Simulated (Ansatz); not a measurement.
## Lattice dynamics of ScAl (Pm-3m)

Aim: the vibrations of ScAl (Pm-3m), their spectra, and whether the structure is stable.

Program: Ansatz 0.2.0. Level of theory: DFT PBEsol, scalar-relativistic, plane waves, PAW; PAW set soft_1. Results are calculated unless marked as measured.

## 1. The starting structure

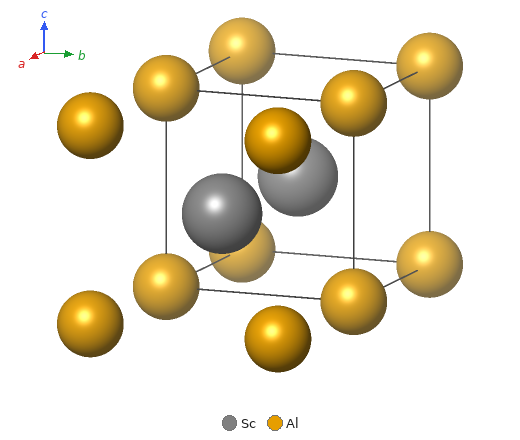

The cell as given, slightly off an axis (scandium grey, aluminium orange). 2×1×1 cells are drawn. Some periodic images of atoms are drawn too.

## 2. Relaxation

The cell and atoms are relaxed, since residual forces and stress would shift the frequencies.

Contents of input.yaml:

```yaml
crystal:
  lattice:
    - [3.37034897, 0.0, 0.0]
    - [0.0, 3.37034897, 0.0]
    - [0.0, 0.0, 3.37034897]
  atoms:
    - { symbol: Sc, position: [0.5, 0.5, 0.5] }
    - { symbol: Al, position: [0.0, 0.0, 0.0] }
kpoints:
  mp_grid: { grid: [12, 12, 12] }
hamiltonian:
  xc: pbesol
  pseudopotentials: { kind: paw, azcp: { folder: soft_1 }, xc_functional: pbe }
scf:
  occupations: { method: gaussian, width: 0.1 }
output:
  forces: true
  stress: true
  eigenvalues: true
  write_density: true
  write_potential: true
  elf: true
  volumetric_format: npy
relax:
  adjacent_minimum: "off"
  f_tol: 0.005
  max_steps: 80
  cell: { stress_tol: 0.05 }
```

Run with:

```
$ ansatz run input.yaml --threads 4 --pin off --max-ram 10240MiB --backend cpu --events-out ev --progress --plain --runs-dir out
```

Numbers of over 12 decimals in the logs are rounded to 6 here.

The program printed:

```text
Engine: ansatz 0.2.0, aarch64-unknown-linux-gnu
Pseudopotentials: kind: paw
Pseudopotential: Sc, paw, valence charge 11, recommended cutoff 420 eV (normal), soft_1/Sc.paw.azcp
Pseudopotential: Al, paw, valence charge 3, recommended cutoff 420 eV (normal), soft_1/Al.paw.azcp
Functional definition: PBEsol
  exchange = pbesol_x
  correlation = pbesol_c
Crystal: 2 atoms, lattice volume = 38.285 Å³
Basis set: ecut = 420 eV, 739 PW (Γ), exchange–correlation on 48×48×48 points (8 copies of the dense FFT grid, shifted against one another)
Bands: 11, of which v1, the nominal top of the filled ones, is band 7 counted from 1 (6 counted from 0)
Symmetry: 48 space group operations
Space group: Pm-3m (ITA 221), of the structure as read, at distance tolerance 3.4e-5 Å
k-points: 84 of 1728
Non-local potential: Sc, projectors of the file, l = 0: 3, l = 1: 2, l = 2: 3, l = 3: 1
Non-local potential: Al, projectors of the file, l = 0: 2, l = 1: 2, l = 2: 1
PAW form: soft (Blöchl's): semilocal exchange-correlation on the pseudo side does not see the compensation charge
PAW frozen core: Sc, regenerated for the run's functional, and the local potential with it (the file was generated under x = pbe(κ = 0.804, μ = 0.219515), c = pbe(β = 0.066725))
PAW frozen core: Al, regenerated for the run's functional, and the local potential with it (the file was generated under x = pbe(κ = 0.804, μ = 0.219515), c = pbe(β = 0.066725))
PAW one-centre angular grid: Sc, 590 points (default); XC on 64 Gauss nodes
PAW one-centre angular grid: Al, 110 points (default); XC on 64 Gauss nodes
Initial density: superposition of atomic densities (chi_scale 0.1, normalization cell, long waves kept (reshape's long-wave potential 0.00 eV rms))
Initial wavefunctions: pseudopotential atomic-orbital guess
Functional: x = pbesol(κ = 0.804, μ = 0.123457), c = pbesol(β = 0.046)
SCF iter   1: F=—  HF=-2636.960288 eV  |F-HF|=—  |Δ(HF+E_count)|=         —  Δρ=2.35e-2  dr2=2.45e-1  ethr=3.10e-3  ⟨swp⟩=5.0  Hψ=4874  notcnv=0
preconditioner: auto → none  [metal: Δε(μ)=0.078 eV  Ē_g=5.133 eV  σ=0.100 eV  W_gap=0.42  n_scr=6 (ndim 8)  ℏωp=14.7 eV  f_vac=0.000  D(μ)=0.75/eV (n_scr^D=6)  sad-step TF]
SCF iter   2: F=—  HF=-2636.890026 eV  |F-HF|=—  |Δ(HF+E_count)|=   7.03e-2  Δρ=1.33e-2  dr2=8.09e-2  ethr=1.75e-3  ⟨swp⟩=2.0  Hψ=1914  notcnv=0
SCF iter   3: F=—  HF=-2636.857912 eV  |F-HF|=—  |Δ(HF+E_count)|=   3.21e-2  Δρ=6.50e-3  dr2=2.87e-2  ethr=5.78e-4  ⟨swp⟩=2.0  Hψ=1514  notcnv=0
SCF iter   4: F=—  HF=-2636.849700 eV  |F-HF|=—  |Δ(HF+E_count)|=   8.21e-3  Δρ=1.22e-3  dr2=5.51e-4  ethr=2.05e-4  ⟨swp⟩=2.5  Hψ=1630  notcnv=0
SCF iter   5: F=—  HF=-2636.849677 eV  |F-HF|=—  |Δ(HF+E_count)|=   2.25e-5  Δρ=1.30e-4  dr2=4.94e-6  ethr=3.93e-6  ⟨swp⟩=2.6  Hψ=1433  notcnv=0
SCF iter   6: F=—  HF=-2636.849678 eV  |F-HF|=—  |Δ(HF+E_count)|=   3.91e-7  Δρ=7.06e-6  dr2=1.08e-8  ethr=7.14e-10  ⟨swp⟩=5.1  Hψ=4966  notcnv=0
SCF iter   7: F=-2636.849678 eV  HF=-2636.849678 eV  |F-HF|=5.70e-10  |Δ(HF+E_count)|=   6.47e-9  Δρ=1.19e-6  dr2=6.87e-10  ethr=7.71e-11  ⟨swp⟩=3.6  Hψ=3888  notcnv=0
SCF 1 converged in 7 iterations: F = -2636.849678 eV  dr2 = 6.87e-10
  greatest PAW one-centre occupation: 0.998 electrons in one spin orbital (limit 2), on the Sc atom at site 0 (counted from 0), in its partial waves of l = 0
relax step   1: F+E_penalty+E_count = -2636.84967785 eV  Δ(F+E_penalty+E_count) = +0.000e0 eV  max|allowed force component| = 3.449e-29 eV/Å  Δτ_max = 0.0000 Å  P = -1.794 GPa  Ω = 38.285 Å³  (7 SCF iters, dr2 threshold 1.00e-7 eV, accepted)
Crystal: 2 atoms, lattice volume = 36.816 Å³
Initial density: handed on by an earlier stage of this run
Initial wavefunctions: those handed on with the density
iter 1 solved again at ethr=2.09e-6 eV; its pass at ethr=3.10e-3 eV (dr2=2.92e-4 eV) is discarded
SCF iter   1: F=—  HF=-2636.852609 eV  |F-HF|=—  |Δ(HF+E_count)|=         —  Δρ=8.66e-4  dr2=2.98e-4  ethr=2.09e-6  ⟨swp⟩=1.5  Hψ=6407  notcnv=0
preconditioner: auto → none  [metal: Δε(μ)=0.097 eV  Ē_g=5.102 eV  σ=0.100 eV  W_gap=0.47  n_scr=6 (ndim 8)  ℏωp=15.0 eV  f_vac=0.000  D(μ)=0.66/eV (n_scr^D=0)]
SCF iter   2: F=—  HF=-2636.852417 eV  |F-HF|=—  |Δ(HF+E_count)|=   1.93e-4  Δρ=4.05e-4  dr2=5.81e-5  ethr=2.09e-6  ⟨swp⟩=1.0  Hψ=925  notcnv=0
SCF iter   3: F=—  HF=-2636.852373 eV  |F-HF|=—  |Δ(HF+E_count)|=   4.41e-5  Δρ=1.02e-4  dr2=5.83e-6  ethr=4.15e-7  ⟨swp⟩=2.0  Hψ=1154  notcnv=0
SCF iter   4: F=—  HF=-2636.852371 eV  |F-HF|=—  |Δ(HF+E_count)|=   1.55e-6  Δρ=2.81e-5  dr2=4.24e-7  ethr=4.16e-8  ⟨swp⟩=2.7  Hψ=1465  notcnv=0
SCF iter   5: F=-2636.852371 eV  HF=-2636.852371 eV  |F-HF|=2.74e-9  |Δ(HF+E_count)|=   1.14e-7  Δρ=4.79e-6  dr2=6.79e-9  ethr=1.43e-9  ⟨swp⟩=7.8  Hψ=5239  notcnv=0
SCF 2 converged in 5 iterations: F = -2636.852371 eV  dr2 = 6.79e-9
relax step   2: F+E_penalty+E_count = -2636.85237114 eV  Δ(F+E_penalty+E_count) = -2.693e-3 eV  max|allowed force component| = 6.409e-30 eV/Å  Δτ_max = 0.0000 Å  P = +1.357 GPa  Ω = 36.816 Å³  energy of the carried Pulay correction = +1.389e-4 eV  (5 SCF iters, dr2 threshold 2.00e-7 eV, accepted)
Crystal: 2 atoms, lattice volume = 37.435 Å³
iter 1 solved again at ethr=3.50e-7 eV; its pass at ethr=3.10e-3 eV (dr2=4.90e-5 eV) is discarded
SCF iter   1: F=—  HF=-2636.854822 eV  |F-HF|=—  |Δ(HF+E_count)|=         —  Δρ=3.64e-4  dr2=5.18e-5  ethr=3.50e-7  ⟨swp⟩=2.0  Hψ=6350  notcnv=0
preconditioner: auto → none  [metal: Δε(μ)=0.089 eV  Ē_g=5.042 eV  σ=0.100 eV  W_gap=0.44  n_scr=6 (ndim 8)  ℏωp=14.9 eV  f_vac=0.000  D(μ)=0.70/eV (n_scr^D=0)]
SCF iter   2: F=—  HF=-2636.854787 eV  |F-HF|=—  |Δ(HF+E_count)|=   3.49e-5  Δρ=1.66e-4  dr2=1.01e-5  ethr=3.50e-7  ⟨swp⟩=1.0  Hψ=924  notcnv=0
SCF iter   3: F=—  HF=-2636.854778 eV  |F-HF|=—  |Δ(HF+E_count)|=   9.09e-6  Δρ=2.75e-5  dr2=3.42e-7  ethr=7.22e-8  ⟨swp⟩=2.0  Hψ=1038  notcnv=0
SCF iter   4: F=-2636.854778 eV  HF=-2636.854778 eV  |F-HF|=1.38e-7  |Δ(HF+E_count)|=   6.13e-8  Δρ=1.64e-5  dr2=1.60e-7  ethr=1.43e-9  ⟨swp⟩=7.6  Hψ=5658  notcnv=0
SCF 3 converged in 4 iterations: F = -2636.854778 eV  dr2 = 1.60e-7
relax step   3: F+E_penalty+E_count = -2636.85477756 eV  Δ(F+E_penalty+E_count) = -2.406e-3 eV  max|allowed force component| = 4.201e-29 eV/Å  Δτ_max = 0.0000 Å  P = -0.058 GPa  Ω = 37.435 Å³  energy of the carried Pulay correction = +7.974e-5 eV  (4 SCF iters, dr2 threshold 2.00e-7 eV, accepted)
[...]
relax step   4: F+E_penalty+E_count = -2636.85478494 eV  Δ(F+E_penalty+E_count) = -7.380e-6 eV  max|allowed force component| = 3.846e-29 eV/Å  Δτ_max = 0.0000 Å  P = -0.002 GPa  Ω = 37.409 Å³  energy of the carried Pulay correction = +8.219e-5 eV  (3 SCF iters, dr2 threshold 8.42e-9 eV, accepted)
Initial wavefunctions: pseudopotential atomic-orbital guess (no wavefunctions were taken with the density)
iter 1 solved again at ethr=2.53e-9 eV; its pass at ethr=3.10e-3 eV (dr2=3.55e-7 eV) is discarded
SCF iter   1: F=—  HF=-2636.854712 eV  |F-HF|=—  |Δ(HF+E_count)|=         —  Δρ=1.10e-5  dr2=1.24e-8  ethr=2.53e-9  ⟨swp⟩=3.0  Hψ=7903  notcnv=0
preconditioner: auto → none  [metal: Δε(μ)=0.090 eV  Ē_g=5.045 eV  σ=0.100 eV  W_gap=0.45  n_scr=6 (ndim 8)  ℏωp=14.9 eV  f_vac=0.000  D(μ)=0.70/eV (n_scr^D=0)]
SCF iter   2: F=—  HF=-2636.854711 eV  |F-HF|=—  |Δ(HF+E_count)|=   9.17e-7  Δρ=5.46e-6  dr2=2.25e-9  ethr=8.87e-11  ⟨swp⟩=2.4  Hψ=1341  notcnv=0
SCF iter   3: F=—  HF=-2636.854711 eV  |F-HF|=—  |Δ(HF+E_count)|=   2.97e-9  Δρ=5.90e-7  dr2=1.68e-10  ethr=1.61e-11  ⟨swp⟩=2.0  Hψ=1152  notcnv=0
SCF iter   4: F=—  HF=-2636.854711 eV  |F-HF|=—  |Δ(HF+E_count)|=  4.09e-12  Δρ=4.61e-7  dr2=8.91e-11  ethr=1.00e-12  ⟨swp⟩=4.9  Hψ=3250  notcnv=0
SCF iter   5: F=-2636.854711 eV  HF=-2636.854711 eV  |F-HF|=0.00e0  |Δ(HF+E_count)|=  2.05e-11  Δρ=1.03e-7  dr2=2.06e-12  ethr=1.00e-12  ⟨swp⟩=3.2  Hψ=3432  notcnv=0
SCF 5 converged in 5 iterations: F = -2636.854711 eV  dr2 = 2.06e-12
relax step   5: F+E_penalty+E_count = -2636.85471089 eV  Δ(F+E_penalty+E_count) = +7.405e-5 eV  max|allowed force component| = 1.433e-29 eV/Å  Δτ_max = 0.0000 Å  P = -0.005 GPa  Ω = 37.409 Å³  stress off target by 5.19e-3 GPa  SCF on the basis re-selected at this cell (its energy is not comparable with the rows above)  (5 SCF iters)
basis re-selected at this cell: Δ(F+E_penalty+E_count) = +7.405e-5 eV, ΔP = -0.003 GPa vs the last step (what re-selecting the basis moved, of the pressure what is left beyond the Pulay correction that the steps carried, after the strain that the cell walked since its last selection, with what the two solves' SCF thresholds leave and, on support functions, any second-order correction that the steps lacked; it is no m [...]
SCF converged after 5 iterations
Free energy (F): -2636.854711 eV
Harris-Foulkes:  -2636.854711 eV  (|F-HF|=0.00e0)
Internal energy: -2636.851226 eV  (E = F + TS)
E sigma→0 (E₀):  -2636.852968 eV
Entropy (-TS):   -0.003485 eV (-1.743 meV/atom)
Fermi energy:    9.692311 eV
--- Per-component energies (eV) ---
  E_band       = -148.512359
  E_kinetic    = 231.254764
  E_local      = -912.371005  (includes V_loc(G=0)·N_el)
  E_nonlocal   = 154.115092
  E_hartree    = 344.944739
  E_xc         = -122.911090
  E_vxc        = -134.978322  (∫ρ·V_xc dr)
  E_paw        = -1424.044931  (= ΣΔE_a)
  E_vpaw       = -176.422446  (= ΣTr[D̂ρ^β])
  E_aug_tail   = 0.000030  (compensation charges beyond the density's cutoff)
  E_ewald      = -907.986989
  E_core_change = 0.148164  (= ΣΔE_core)
  E_smearing   = -0.003485  (= −TS)
  E_closure    = -0.000000  (closes the sum)
  Σ components = -2636.854711   (vs F -2636.854711, Δ=0.00e0)
--- Forces (eV/Å), atoms counted from 1 ---
  atom   1  Sc     0.00000000     0.00000000     0.00000000
  atom   2  Al    -0.00000000     0.00000000    -0.00000000
  max |Σ_I F_I| component: 3.02e-29 eV/Å
--- Stress (GPa, compression-positive) ---
       -0.005195       0.000000      -0.000000
        0.000000      -0.005195      -0.000000
       -0.000000      -0.000000      -0.005195
  P = ⅓ Tr σ = -0.0052 GPa (-0.052 kbar)
--- Band table (eV; the first three rows and the last of 84) ---
  k-point 0: bands = [... 3 lower, -18.1263, 1.1718, 8.9999, 8.9999, 12.4899, 12.4899, 12.4899, 13.5299]
  k-point 1: bands = [... 3 lower, -18.1251, 1.2731, 8.9025, 9.0517, 12.1551, 12.1551, 12.5054, 13.2475]
  k-point 2: bands = [... 3 lower, -18.1219, 1.5725, 8.5234, 9.2003, 11.6294, 11.6294, 12.5481, 12.8388]
  k-point 83: bands = [... 3 lower, -18.2691, 7.1098, 7.1098, 7.1098, 9.3576, 12.6679, 12.6679, 12.6679]
--- Relaxed structure (4 steps of the walk, 4 accepted, 1 SCFs on fresh bases) ---
  F+E_penalty+E_count = -2636.85471089 eV   max|allowed force component| = 1.433e-29 eV/Å   (the final SCF, on the basis selected at the relaxed cell)
  cell:  # Å, volume = 37.4088 Å³
    - [3.344448, 0, 0]
    - [0, 3.344448, 0]
    - [0, 0, 3.344448]
  atoms:
    - { symbol: Sc, position: [0.500000, 0.500000, 0.500000] }
    - { symbol: Al, position: [0, 0, 0] }
```

Wall time 3.4 s (4 threads of Arm Neoverse V2, shared host); peak memory 0.35 GiB; 12 s of CPU time.

Relaxation path:

```
step  energy less that of the first step (eV)  largest force component (eV/Å)  pressure (GPa)  volume (Å³)
   1                                   0.0000                          0.0000           -1.79        38.28
   2                                  -0.0027                          0.0000            1.36        36.82
   3                                  -0.0051                          0.0000           -0.06        37.43
   4                                  -0.0051                          0.0000            0.00        37.41
  5*                                  -0.0050                          0.0000           -0.01        37.41
```

Relaxation steps marked * repeat the geometry before them on a plane-wave basis chosen anew for their cell, so energy and pressure can jump there.

Forces are held to the 48 operations that the run works with; a distortion that breaks them can't arise in this run.

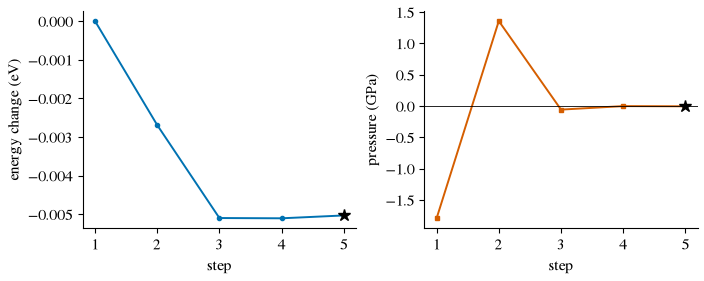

Energy and pressure along the relaxation. Stars mark steps on a basis chosen anew.

```
conventional cell, symmetrised  before  after  change
                         a (Å)   3.370  3.344  -0.8 %
                         b (Å)   3.370  3.344  -0.8 %
                         c (Å)   3.370  3.344  -0.8 %
              volume (Å³/atom)   19.14  18.70  -2.3 %
```

Final coordinates:

```xyz
2
Lattice="3.3444 0.0000 0.0000 0.0000 3.3444 0.0000 0.0000 0.0000 3.3444" Properties=species:S:1:pos:R:3 pbc="T T T"
Sc    1.6722    1.6722    1.6722
Al    0.0000    0.0000    0.0000
```

This step gave:

* pressure: -0.005195 GPa
* volume per atom: 18.70 Å³
* gap on the k-mesh: 0 eV

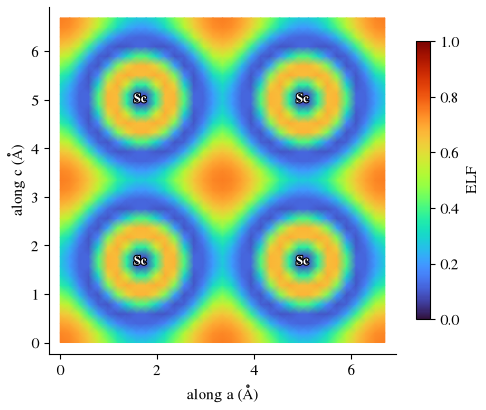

ELF in the ac plane at fractional y = 0.500, with atoms of Sc within 0.2 Å of it. It is the smooth field of the valence electrons, not physical close to the nuclei.

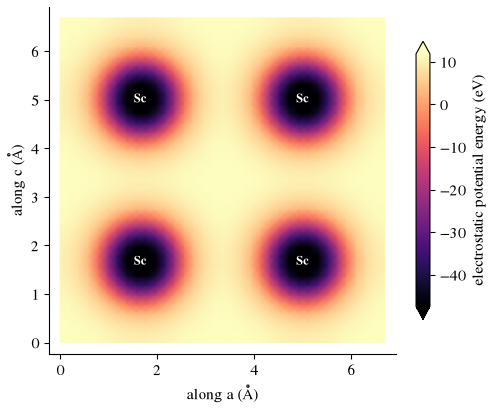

Electrostatic potential energy in the ac plane at fractional y = 0.500, with atoms of Sc within 0.2 Å of it. With pseudopotentials it is smooth inside the atoms' cores, unlike the true potential.

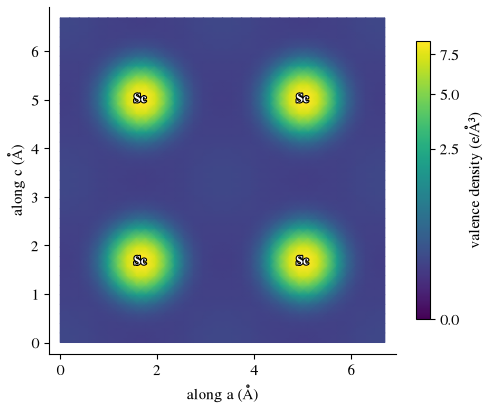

Valence density in the ac plane at fractional y = 0.500, with atoms of Sc within 0.2 Å of it. It is the smooth field of the valence electrons, not physical close to the nuclei. The colour scale is stretched toward low values.

In this step the volume went from 19.14 to 18.70 Å³/atom.

## 3. Tight relaxation

Phonons need a cell at rest on their own settings, so the relaxation is repeated with tight tolerances on forces and stress, using the mesh and the filling of the phonon run that follows.

input.yaml, the sections that differ from step 2:

```yaml
crystal:
  lattice:
    - [3.3444484184, 0.0, 0.0]
    - [0.0, 3.3444484184, 0.0]
    - [0.0, 0.0, 3.3444484184]
  atoms:
    - { symbol: Sc, position: [0.5, 0.5, 0.5] }
    - { symbol: Al, position: [0.0, 0.0, 0.0] }
scf:
  occupations: { method: methfessel_paxton, width: 0.2 }
output:
  forces: true
  stress: true
  eigenvalues: true
relax:
  adjacent_minimum: "off"
  f_tol: 0.001
  max_steps: 60
  cell: { stress_tol: 0.01 }
# kpoints, hamiltonian: as in step 2
```

The program printed:

```text
[...]
Crystal: 2 atoms, lattice volume = 37.409 Å³
Basis set: ecut = 420 eV, 739 PW (Γ), exchange–correlation on 48×48×48 points (8 copies of the dense FFT grid, shifted against one another)
Bands: 11, of which v1, the nominal top of the filled ones, is band 7 counted from 1 (6 counted from 0)
Symmetry: 48 space group operations
[...]
k-points: 84 of 1728
[...]
k-point 83: bands = [... 3 lower, -18.2706, 7.1097, 7.1097, 7.1097, 9.3583, 12.6677, 12.6677, 12.6677]
--- Relaxed structure (1 steps of the walk, 1 accepted, 1 SCFs on fresh bases) ---
[...]
cell:  # Å, volume = 37.4088 Å³
    - [3.3444484184, 0.0, 0.0]
    - [0.0, 3.3444484184, 0.0]
    - [0.0, 0.0, 3.3444484184]
  atoms:
    - { symbol: Sc, position: [0.500000, 0.500000, 0.500000] }
    - { symbol: Al, position: [0.0, 0.0, 0.0] }
[key lines of the parts left out:]
SCF converged after 5 iterations
Free energy (F): -2636.852402 eV
Fermi energy:    9.699615 eV
P = ⅓ Tr σ = -0.0065 GPa (-0.065 kbar)
```

Run time: 1.4 s. Hardware: 4 threads; peak memory 0.35 GiB.

Little changed from the start: no atom moved by 0.005 Å and no cell edge by 0.1 %.

This step gave:

```yaml
pressure: -0.006467 GPa
```

The forces vanish by symmetry and the pressure is -0.006 GPa, within the tolerances set. The cell now holds 18.70 Å³/atom.

## 4. Linear response at the zone centre

The zone centre comes first: it holds the modes that light can see, as far as symmetry allows. No field response is asked, since the mesh shows no gap.

input.yaml: that of step 3 with these lines changed.

```diff
@@ -16,9 +16,4 @@
 output:
-  forces: true
-  stress: true
   eigenvalues: true
-relax:
-  adjacent_minimum: "off"
-  f_tol: 0.001
-  max_steps: 60
-  cell: { stress_tol: 0.01 }
+phonons:
+  method: dfpt
```

The program printed:

```text
[...]
Crystal: 2 atoms, lattice volume = 37.409 Å³
Basis set: ecut = 420 eV, 739 PW (Γ), exchange–correlation on 48×48×48 points (8 copies of the dense FFT grid, shifted against one another)
Bands: 11, of which v1, the nominal top of the filled ones, is band 7 counted from 1 (6 counted from 0)
Symmetry: 48 space group operations
k-points: 196 of 1728 (irreducible under 8 space group operations, time reversal used)
[...]
SCF iter   1: F=—  HF=-2636.965053 eV  |F-HF|=—  |Δ(HF+E_count)|=         —  Δρ=2.39e-2  dr2=2.42e-1  ethr=3.10e-3  ⟨swp⟩=5.0  Hψ=11308  notcnv=0
[...]
SCF iter   8: F=-2636.852402 eV  HF=-2636.852402 eV  |F-HF|=1.36e-12  |Δ(HF+E_count)|=  3.62e-10  S|Δr|=    0.00e0  Δρ=8.88e-8  dr2=1.33e-12  ethr=1.00e-12  ⟨swp⟩=3.1  Hψ=9099  notcnv=0
the search or the solves at the SCF's close seem to have found levels that the self-consistency loop had missed (the run counts 2). By its estimate they hold under 1e-12 electrons; where the run keeps them, the occupations were computed again with them
SCF 1 converged in 8 iterations: F = -2636.852402 eV  dr2 = 1.33e-12
[...]
DFPT response loops at Γ: preconditioner auto → Kerker (q_TF=auto, 2.316 Å⁻¹) (partly filled bands, converged f_vac=0.000); β = 1.00, the filter's whole step (`scf.mixing.beta` (0.50) is not read by the response loops under this deck's `scf.mixing.preconditioner`; to damp them name `kerker` or `kerker_dos`, under which they read `scf.mixing.beta`, and type it under 1.00, their step now; both keys bind the ground state too); Broyden in place of MSR1
SCF converged after 8 iterations
[...]
Free energy (F): -2636.852402 eV
[...]
Internal energy: -2636.853201 eV  (E = F + TS)
E sigma→0 (E₀):  -2636.852602 eV
Entropy (-TS):   0.000799 eV (0.400 meV/atom)
Fermi energy:    9.699616 eV
[...]
--- Band table (eV; the first three rows and the last of 196) ---
  k-point 0: bands = [... 3 lower, -18.1278, 1.1720, 8.9992, 8.9992, 12.4888, 12.4888, 12.4888, 13.5302]
  k-point 1: bands = [... 3 lower, -18.1266, 1.2733, 8.9020, 9.0511, 12.1542, 12.1542, 12.5042, 13.2476]
  k-point 2: bands = [... 3 lower, -18.1234, 1.5728, 8.5230, 9.1996, 11.6286, 11.6286, 12.5469, 12.8386]
  k-point 195: bands = [... 3 lower, -18.2706, 7.1097, 7.1097, 7.1097, 9.3583, 12.6677, 12.6677, 12.6677]
--- Phonons (Γ-DFPT): 2 representative perturbations + reference, on 196 of 1728 k-points (Σ response iterations 6) ---
  k mesh reduced under 8 symmetry operations, with k and −k counted as one. Each operation leaves every solved perturbation unchanged. A smaller set is not used because it would not reduce the number of displacements times k-points to solve
  ASR residual: 1.711e-5 → 0.000e0 eV/Å²; symmetrization residual: 2.087e-6 eV/Å²
  ASR residual per site (eV/Å²): 1.71e-5 1.66e-5
  Γ frequencies (cm⁻¹): 0.00 0.00 0.00 290.50 290.50 290.50
  non-analytic LO–TO correction: not included (Born effective charges unavailable; polar crystals: no LO–TO splitting at Γ)
```

The job ended after 5.3 s (4 threads; peak memory 0.54 GiB; 19 s of CPU time).

The column dr2 measures how far the density is from self-consistency, as an energy; F and HF (Harris–Foulkes) agree once it is small.

This step gave:

| Item | Value |
| --- | --- |
| sum-rule residual before enforcement | 1.71e-5 eV/Å² |
| point group | m-3m |
| highest optical mode at the zone centre (no LO-TO term) | 290.5 cm⁻¹ |
| lowest optical zone-centre mode | 290.5 cm⁻¹ |

Patterns of degenerate modes are one choice out of their space. Modes at Γ, with each element's share of the kinetic energy:

```
mode  frequency (cm⁻¹)  symmetry  Sc %  Al %
   1               0.0  acoustic    62    38
   2               0.0  acoustic    62    38
   3               0.0  acoustic    62    38
   4             290.5       T1u    38    62
   5             290.5       T1u    38    62
   6             290.5       T1u    38    62
```

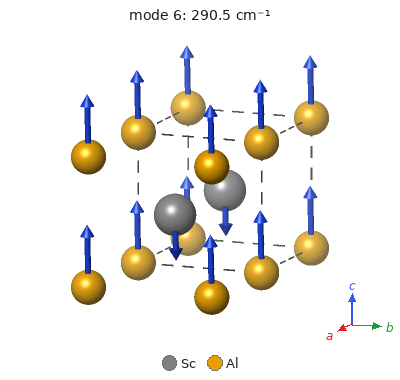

Displacement patterns of mode 6 at Γ; arrows are exaggerated. 2×1×1 cells are drawn. Some periodic images of atoms are drawn too.

Before it was imposed, the acoustic sum rule was missed by 1.7e-5 eV/Å². Small misses are needed for a sound result but don't prove that mesh and cutoff are converged. The lowest optical mode is real, 290 cm⁻¹.

(Continued in part 2 of 2.)

[Logs are printed without paths, hosts, clocks, repeated set-up lines and the standing remarks that a program may print on its own settings, such as how far it seeks lower states.]

[Hosts, paths, dates, database ids (printed as entryN), source tags and the programs' standing remarks are cut or masked in the printed files.]
